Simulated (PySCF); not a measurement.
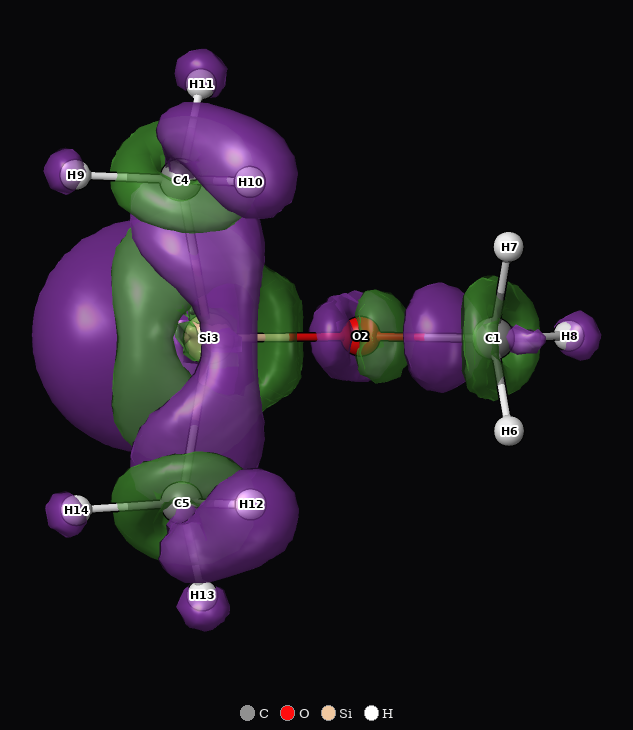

Figure 1: C$_{3}$H$_{9}$OSi, doublet, SMILES `CO[Si](C)C`. Fukui function f⁻ = ρ(N) − ρ(N−1) at fixed geometry, surfaces at ±0.03 e/Å³ (purple positive, green negative).

PySCF calculation, HF/6-31+G*, gas phase; geometry: GFN2-xTB. No frequency check shows the geometry to be a minimum. GFN2-xTB doesn't know the spin state, so this open-shell geometry is rough.

Input

```python
import numpy as np
from pyscf import gto, scf, dft
from pyscf.scf import atom_ks, atom_hf
from scipy.linalg import block_diag

def solve(mol, dm0=None, hcore=None):
    mf = scf.UHF(mol) if mol.spin else scf.RHF(mol)
    mf = mf.density_fit(auxbasis='def2-universal-jkfit')
    mf.conv_tol, mf.max_cycle = 1e-8, 80
    if hcore is not None:
        mf.get_hcore = lambda *args: hcore
    mf.kernel(dm0)
    if not mf.converged:
        mf = mf.newton().run(mf.mo_coeff, mf.mo_occ, max_cycle=30)
    assert mf.converged, 'SCF not converged'
    return mf

mol = gto.M(atom='''
C     -2.07995    -0.00153    -0.46124
O     -1.14709     0.00701     0.58771
Si     0.48523     0.00125     0.52821
C      1.17463     1.55640    -0.33742
C      1.16277    -1.56540    -0.33342
H     -1.96707    -0.88297    -1.08414
H     -1.96031     0.89585    -1.08642
H     -3.07659     0.00834    -0.01967
H      2.25558     1.60972    -0.26108
H      0.92035     1.55247    -1.39799
H      0.76691     2.46575     0.09492
H      0.90851    -1.56226    -1.39400
H      0.74816    -2.47052     0.10124
H      2.24328    -1.62674    -0.25693
''', basis='6-31+g*', charge=0, spin=1, verbose=4)
mf = solve(mol)
out = dict(e0=mf.e_tot, dm0=mf.make_rdm1(), c=mf.mo_coeff, occ=mf.mo_occ, eps=mf.mo_energy)
for name, dq, spin in [('cation', 1, 0), ('anion', -1, 0)]:
    ion = mol.copy().set(charge=mol.charge + dq, spin=spin).build()
    mi = solve(ion)
    if spin and dq > 0 and mol.nao < 130:
        c, _, stable, _ = mi.stability(return_status=True)
        if not stable:
            mi = solve(ion, mi.make_rdm1(c, mi.mo_occ))
    print(name, 'vertical energy change / eV', (mi.e_tot - mf.e_tot) * 27.211386)
    out.update({'e_' + name: mi.e_tot, 'dm_' + name: mi.make_rdm1(), 's2_' + name: mi.spin_square()[0], 'eps_' + name: mi.mo_energy, 'occ_' + name: mi.mo_occ})
# spherically averaged free atoms, for the promolecule
atm = scf.atom_hf.get_atm_nrhf(mol)
pro = block_diag(*[(atm[a[0]][2] * atm[a[0]][3]) @ atm[a[0]][2].T for a in mol._atom])
np.savez('result.npz', pro=pro, **out)
```

Run with:

```sh
OMP_NUM_THREADS=1 python input.py
```

The run took 11 s on 1 thread of Arm Neoverse N1 (shared host), peak memory 0.24 GiB.

Partitions, critical points and surface values were worked out afterwards from this run's density.

### Which atoms respond most to the removal of an electron?

f⁻ (Hirshfeld-condensed) is largest on Si3 (0.47); the vertical ionisation energy is 7.17 eV (to the singlet cation, which needn't be its lowest state). Condensed values hint at sites of electrophilic attack but needn't mark the atom that reacts. Orbital relaxation makes it negative in places (0.30 e in all).

```csv
atom,f⁻,charge
C1,+0.03,+0.03
O2,+0.03,−0.35
Si3,+0.47,+0.41
C4,+0.08,−0.22
C5,+0.08,−0.22
H6,+0.02,+0.04
H7,+0.02,+0.04
H8,+0.03,+0.04
H9,+0.03,+0.04
H10,+0.06,+0.03
H11,+0.03,+0.04
H12,+0.06,+0.03
H13,+0.03,+0.04
H14,+0.03,+0.04
```
